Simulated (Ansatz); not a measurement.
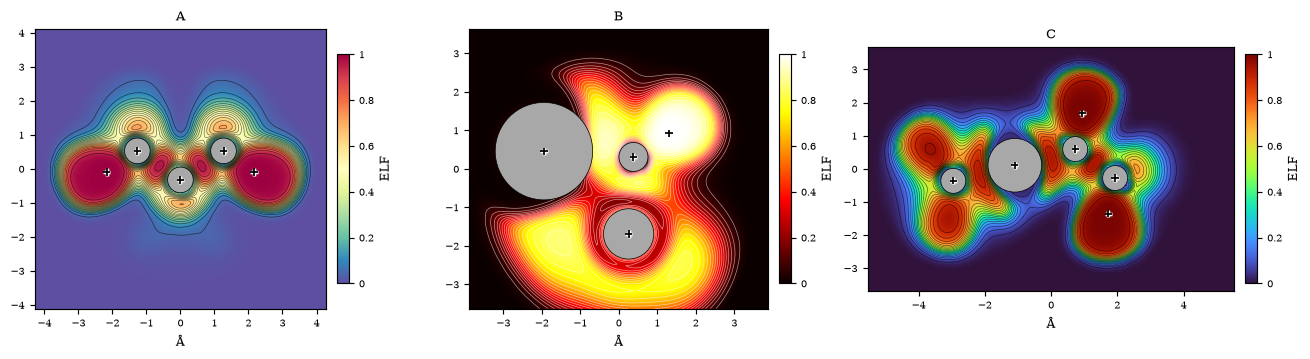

The ELF of 3 systems, each on a plane through atoms (crosses mark nuclei in the plane; grey discs cover the cores).

All numbers below come from isolated molecule in a Gaussian basis; Kohn-Sham density functional theory, functional PBE0 (Ansatz 0.2.0).

System 1: C3H7Al (charge +1, doublet), the plane of atoms C2, C1 and H7. Geometry: B3LYP-D3(BJ)/def2-SVP.

```yaml
atoms:
  - { symbol: C, position_ang: [-0.7792, 2.6646, -1.2170] }
  - { symbol: C, position_ang: [-0.8642, 1.1812, -1.1182] }
  - { symbol: C, position_ang: [0.4685, -1.1396, 1.5837] }
  - { symbol: Al, position_ang: [-0.2020, 0.0407, 0.2303] }
  - { symbol: H, position_ang: [-1.7986, 3.0923, -1.2887] }
  - { symbol: H, position_ang: [-0.2838, 2.9480, -2.1662] }
  - { symbol: H, position_ang: [-0.2528, 3.1574, -0.3883] }
  - { symbol: H, position_ang: [-1.3889, 0.6887, -1.9527] }
  - { symbol: H, position_ang: [0.7088, -2.1227, 1.1445] }
  - { symbol: H, position_ang: [1.3876, -0.7230, 2.0295] }
  - { symbol: H, position_ang: [-0.2809, -1.2802, 2.3802] }
```

System 2: C4H9Br (SMILES CC(C)(C)Br), the plane of atoms C3, C2 and C4. Geometry: B3LYP/6-31G*.

```json
{"atom": "C", "x (Å)": "-1.4045", "y (Å)": "-0.5294", "z (Å)": "0.8366"}
{"atom": "C", "x (Å)": "-0.8958", "y (Å)": "0.0109", "z (Å)": "-0.4980"}
{"atom": "C", "x (Å)": "-2.0394", "y (Å)": "0.4163", "z (Å)": "-1.4253"}
{"atom": "C", "x (Å)": "0.1172", "y (Å)": "1.1382", "z (Å)": "-0.3111"}
{"atom": "Br", "x (Å)": "0.0905", "y (Å)": "-1.5201", "z (Å)": "-1.4150"}
{"atom": "H", "x (Å)": "-0.5803", "y (Å)": "-0.8614", "z (Å)": "1.4742"}
{"atom": "H", "x (Å)": "-2.0923", "y (Å)": "-1.3676", "z (Å)": "0.6930"}
{"atom": "H", "x (Å)": "-1.9440", "y (Å)": "0.2707", "z (Å)": "1.3622"}
{"atom": "H", "x (Å)": "-2.7334", "y (Å)": "-0.4126", "z (Å)": "-1.5910"}
{"atom": "H", "x (Å)": "-1.6664", "y (Å)": "0.7566", "z (Å)": "-2.3955"}
{"atom": "H", "x (Å)": "-2.5966", "y (Å)": "1.2430", "z (Å)": "-0.9630"}
{"atom": "H", "x (Å)": "0.5110", "y (Å)": "1.4855", "z (Å)": "-1.2705"}
{"atom": "H", "x (Å)": "-0.3796", "y (Å)": "1.9850", "z (Å)": "0.1825"}
{"atom": "H", "x (Å)": "0.9563", "y (Å)": "0.8225", "z (Å)": "0.3153"}
```

System 3: CHNaSb (doublet), the molecular plane. Geometry: BLYP-D3(BJ)/def2-SVP; core potentials replace the inner electrons of Sb.

```yaml
atoms:
  - { symbol: C, position_ang: [-0.5752, 0.3587, -0.0782] }
  - { symbol: Na, position_ang: [1.6157, -0.0331, 0.6134] }
  - { symbol: Sb, position_ang: [-1.2592, -0.4311, 1.6309] }
  - { symbol: H, position_ang: [-1.1773, 0.7725, -0.9149] }
```

Which map belongs to which system?

Panel A is system 2, C4H9Br: the plane holds C and H. C–C (1.53 Å): the ELF peaks at about 0.95 between the atoms: a covalent bond. Panel B is system 3, CHNaSb: the plane holds C, Na, Sb and H. C–Sb (2.00 Å): the ELF peaks at about 0.85 in the valence shell of C, 0.7 Å from its nucleus, and drops to about 0.20 between the two atoms. Panel C is system 1, C3H7Al: the plane holds C, Al and H. C–C (1.49 Å): the ELF peaks at about 0.95 between the atoms (a covalent bond).
